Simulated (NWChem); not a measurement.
# PBE0/def2-SVP run of BBrCl2 (bromodichloroborane)

Aim: the vertical ionisation energy of BBrCl2 (bromodichloroborane) at PBE0/def2-SVP, from 2 runs. 

The calculation is run with NWChem 7.3.0.

## Step 1: The molecule

BBrCl2: 4 atoms, total charge 0, spin state singlet. As SMILES, `ClB(Cl)Br`. Geometry: relaxed at PBE0-D4/def2-TZVP.

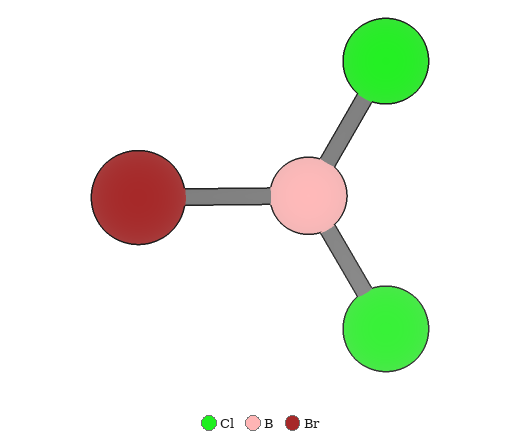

The structure, seen from a chosen angle (chlorine green, boron pink, bromine red).

## Step 2: The energy at PBE0/def2-SVP

Contents of a.nw:

```
echo
START a
TITLE "BBrCl2 PBE0"
memory 2200 mb

GEOMETRY noautosym nocenter noautoz
  Cl    0.582100    0.666000    1.510800
  B     0.037200   -0.038100    0.022100
  Cl    0.444300   -1.679200   -0.365600
  Br   -1.008100    0.991100   -1.187600
END

BASIS spherical bse
  * library def2-SVP
END

DFT
  xc pbe0
  grid medium
  convergence energy 1e-08
  maxiter 100
  mulliken
  noprint "final vectors analysis"
END

TASK dft energy
```

The run is started by

```console
$ nwchem a.nw > a.out
```

Standard output:

```text
[...]
          Wavefunction type:  closed shell.
          No. of atoms     :     4
          No. of electrons :    74
[...]
          Charge           :     0
          Spin multiplicity:     1
[...]
          AO basis - number of functions:    82
[...]
              XC Information
              --------------
                         PBE0 Method XC Functional
                     Hartree-Fock (Exact) Exchange  0.250
          PerdewBurkeErnzerhof Exchange Functional  0.750
            Perdew 1991 LDA Correlation Functional  1.000 local
           PerdewBurkeErnz. Correlation Functional  1.000 non-local
[...]
 d= 0,ls=0.0,diis     1  -3518.1895245738 -3.87D+03  1.58D-02  6.54D-01     1.9
[...]
 d= 0,ls=0.0,diis     8  -3518.2752290233 -1.70D-09  2.51D-06  4.47D-08    10.7
         Total DFT energy =    -3518.275229023288
      One electron energy =    -5586.076712331172
           Coulomb energy =     1867.712450843364
    Exchange-Corr. energy =     -151.320222108562
 Nuclear repulsion energy =      351.409254573081
[...]
      Total Density - Mulliken Population Analysis
     ---------------------------------------------
    Atom       Charge   Shell Charges
 -----------   ------   -------------------------------------------------------
    1 Cl  17    17.02   2.00  1.99  1.27  0.66  5.93  2.16  3.00  0.02
    2 B    5     4.90   1.99  0.85  0.01  1.52  0.38  0.15
    3 Cl  17    17.02   2.00  1.99  1.27  0.66  5.93  2.16  3.00  0.02
    4 Br  35    35.06   2.00  2.00  1.99  1.44  0.50  6.00  5.98  2.38  2.74  8.20  1.74  0.09
[...]
```

Wall time 11 s (1 thread of Intel Xeon Platinum 8259CL at 2.50GHz (Skylake/Cascade Lake), shared host); peak memory 0.11 GiB.

## Step 3: The doublet cation

Contents of work.nw:

```
echo
start work
title "BBrCl2 PBE0"
memory total 2200 mb
charge 1
geometry units angstrom noautosym nocenter noautoz
  Cl    0.582100    0.666000    1.510800
  B     0.037200   -0.038100    0.022100
  Cl    0.444300   -1.679200   -0.365600
  Br   -1.008100    0.991100   -1.187600
end
basis spherical bse
  * library def2-SVP
end
dft
  xc pbe0
  mult 2
  grid medium
  convergence energy 1e-08
  maxiter 100
  mulliken
  noprint "final vectors analysis"
end
task dft energy
```

The run is started by

```console
$ nwchem work.nw > work.out
```

Standard output:

```text
[...]
          Wavefunction type:  spin polarized.
          No. of atoms     :     4
          No. of electrons :    73
[...]
          Charge           :     1
          Spin multiplicity:     2
[...]
          AO basis - number of functions:    82
[...]
              XC Information
              --------------
                         PBE0 Method XC Functional
                     Hartree-Fock (Exact) Exchange  0.250
          PerdewBurkeErnzerhof Exchange Functional  0.750
            Perdew 1991 LDA Correlation Functional  1.000 local
           PerdewBurkeErnz. Correlation Functional  1.000 non-local
[...]
 d= 0,ls=0.0,diis     1  -3517.6191347056 -3.87D+03  1.51D-02  1.19D+00     2.4
[...]
 d= 0,ls=0.0,diis    15  -3517.8759508155 -1.18D-10  1.13D-07  6.30D-11    24.4
[...]
         Total DFT energy =    -3517.875950815487
      One electron energy =    -5566.971431712732
           Coulomb energy =     1848.617873532151
    Exchange-Corr. energy =     -150.931647207987
 Nuclear repulsion energy =      351.409254573081
[...]
      Total Density - Mulliken Population Analysis
     ---------------------------------------------
    Atom       Charge   Shell Charges
 -----------   ------   -------------------------------------------------------
    1 Cl  17    16.78   2.00  1.99  1.31  0.62  5.93  2.14  2.77  0.03
    2 B    5     4.85   1.99  0.86 -0.01  1.54  0.31  0.16
    3 Cl  17    16.78   2.00  1.99  1.31  0.62  5.93  2.14  2.77  0.03
    4 Br  35    34.59   2.00  2.00  1.99  1.52  0.43  6.00  5.98  2.34  2.31  8.20  1.74  0.09
[...]
      <S2> =      0.7534 (Exact =     0.7500)
[...]
```

Wall time 25 s (1 thread of Intel Xeon Platinum 8259CL at 2.50GHz (Skylake/Cascade Lake), shared host); peak memory 0.11 GiB.

## Step 4: Results

At PBE0/def2-SVP:

```
                                          quantity           value
                      singlet BBrCl2: total energy  -3518.27523 Eh
                     singlet BBrCl2: dipole moment          0.08 D
                      doublet cation: total energy  -3517.87595 Eh
                              doublet cation: ⟨S²⟩           0.753
vertical ionisation energy (to the doublet cation)       10.865 eV
```

**Reading.** Removing an electron at fixed nuclei costs 10.86 eV (251 kcal/mol).
